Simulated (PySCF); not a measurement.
# One shape, several levels: C2H5AlN2 (SMILES C#[C][Al]([NH2])[NH2])

Aim: a comparison of 6 runs (BHLYP/def2-SVP, BLYP/def2-SVP, M06-2X/def2-SVP, PBE/def2-SVP, PBE0/def2-SVP, revPBE/def2-SVP) of C2H5AlN2. Input form: a Python script.

The calculation is run with PySCF 2.14.0.

2 further runs of the same task are left out: 2 set aside as unsound or not needed.

**1. The molecule**

C2H5AlN2 has 10 atoms, charge 0, and is taken as a singlet. SMILES: `C#[C][Al]([NH2])[NH2]`. Geometry: relaxed at PBE0-D4/def2-TZVP.

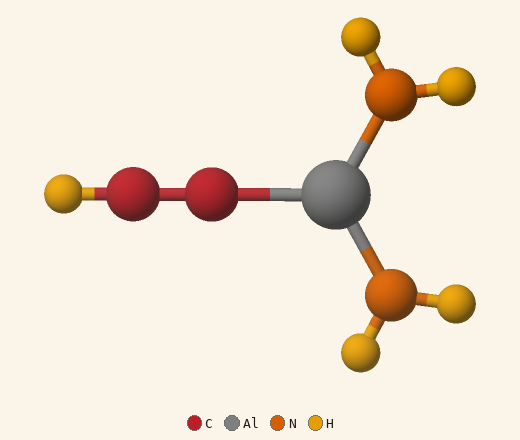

Viewed from a chosen angle; carbon red, aluminium grey, nitrogen orange, hydrogen amber.

**2. A single-point energy at BHLYP/def2-SVP (run 1)**

mol.xyz

```xyz
10
C2H5AlN2
C     -2.368100     1.221100     0.873300
C     -1.345900     0.693600     0.497800
Al     0.265700    -0.138000    -0.094200
N      0.247600    -1.861100    -0.467000
N      1.722400     0.842900    -0.249900
H     -3.269100     1.686000     1.204200
H      1.027400    -2.410800    -0.785900
H     -0.574800    -2.435200    -0.383700
H      1.750000     1.827100    -0.041300
H      2.627700     0.523400    -0.550300
```

calc.py

```python
# C#[C][Al]([NH2])[NH2]
from pyscf import gto, dft

system = gto.M(
    atom='mol.xyz',
    spin=0,
    basis='def2-svp',
    verbose=3,
    max_memory=1860,
)

ks = dft.RKS(system, xc='bhandhlyp')
ks.grids.level = 5
ks.conv_tol = 1e-10
ks.kernel()
if not ks.converged:
    ks = ks.newton().run(ks.mo_coeff, ks.mo_occ)

energy = ks.e_tot
print('E = %.10f Eh' % energy)
```

Command:

```bash
$ OMP_NUM_THREADS=1 python calc.py
```

What it wrote:

```text
converged SCF energy = -430.846787572625
E = -430.8467875726 Eh
```

It took 26 s on 1 thread of Intel Xeon at 2.70GHz, shared host; peak memory 0.51 GiB.

**3. A single-point energy at BLYP/def2-SVP (run 2)**

input.py

```python
from pyscf import gto, dft

molecule = gto.Mole()
molecule.atom = '''
C       -2.368100       1.221100       0.873300
C       -1.345900       0.693600       0.497800
Al       0.265700      -0.138000      -0.094200
N        0.247600      -1.861100      -0.467000
N        1.722400       0.842900      -0.249900
H       -3.269100       1.686000       1.204200
H        1.027400      -2.410800      -0.785900
H       -0.574800      -2.435200      -0.383700
H        1.750000       1.827100      -0.041300
H        2.627700       0.523400      -0.550300
'''
molecule.spin = 0
molecule.basis = 'def2-svp'
molecule.charge = 0
molecule.verbose = 4
molecule.max_memory = 1860
molecule.build()

mf = dft.RKS(molecule, xc='blyp')
mf.conv_tol = 1e-10
mf.grids.level = 5
mf.kernel()
if not mf.converged:
    mf = mf.newton().run(mf.mo_coeff, mf.mo_occ)

energy = mf.e_tot
print('E = %.10f Eh' % energy)
```

Command:

```bash
$ OMP_NUM_THREADS=1 python input.py
```

What it wrote:

```text
PySCF version 2.14.0

[... 82 lines left out ...]
converged SCF energy = -430.88526577613
E = -430.8852657761 Eh
```

It took 33 s on 1 thread of Intel Xeon at 2.70GHz, shared host; peak memory 0.51 GiB.

Runs 3 to 5 aren't shown in full; the table further down has their settings and results.

**4. A single-point energy at revPBE/def2-SVP (run 6)**

input.py

```python
from pyscf import gto, dft

mol = gto.M(
    atom='''
C     -2.368100     1.221100     0.873300
C     -1.345900     0.693600     0.497800
Al     0.265700    -0.138000    -0.094200
N      0.247600    -1.861100    -0.467000
N      1.722400     0.842900    -0.249900
H     -3.269100     1.686000     1.204200
H      1.027400    -2.410800    -0.785900
H     -0.574800    -2.435200    -0.383700
H      1.750000     1.827100    -0.041300
H      2.627700     0.523400    -0.550300
''',
    verbose=4,
    max_memory=1860,
    basis='def2-svp',
)

calc0 = dft.RKS(mol, xc='revpbe')
calc0.conv_tol = 1e-10
calc0.grids.level = 5
calc0.kernel()
if not calc0.converged:
    calc0 = calc0.newton().run(calc0.mo_coeff, calc0.mo_occ)

e_final = calc0.e_tot
print(f'total energy: {e_final:.8f} hartree')
```

Command:

```bash
$ OMP_NUM_THREADS=1 python input.py
```

What it wrote:

```text
PySCF version 2.14.0

[... 82 lines left out ...]
converged SCF energy = -430.843511826219
total energy: -430.84351183 hartree
```

Run time: 27 s. Hardware: 1 thread of Intel Xeon at 2.70GHz, shared host; peak memory 0.51 GiB.

**5. The series**

```csv
run,level,energy (Eh),dipole moment (D),HOMO energy (eV),LUMO energy (eV),wall time
1,BHLYP/def2-SVP,-430.846788,0.94,-8.05,1.05,26 s
2,BLYP/def2-SVP,-430.885266,1.18,-5.06,-0.55,33 s
3,M06-2X/def2-SVP,-430.861701,1.02,-8.12,0.88,40 s
4,PBE/def2-SVP,-430.576331,1.16,-5.23,-0.73,29 s
5,PBE0/def2-SVP,-430.616061,1.02,-6.70,0.10,24 s
6,revPBE/def2-SVP,-430.843512,1.14,-5.19,-0.65,27 s
```

**6. Results**

| quantity | value |
| --- | --- |
| run 6: total energy | -430.84351 Eh |
| run 6: dipole moment | 1.14 D |
| run 6: HOMO energy | -5.19 eV |
| run 6: LUMO energy | -0.65 eV |
| run 6: HOMO–LUMO gap | 4.54 eV |

The dipole moment (its size) runs from 0.94 D (BHLYP/def2-SVP) to 1.18 D (BLYP/def2-SVP). The HOMO–LUMO gap runs from 4.50 eV (PBE/def2-SVP) to 9.10 eV (BHLYP/def2-SVP). Totals of different functionals can't be ranked against each other. All runs together took 3 min, the longest 40 s.
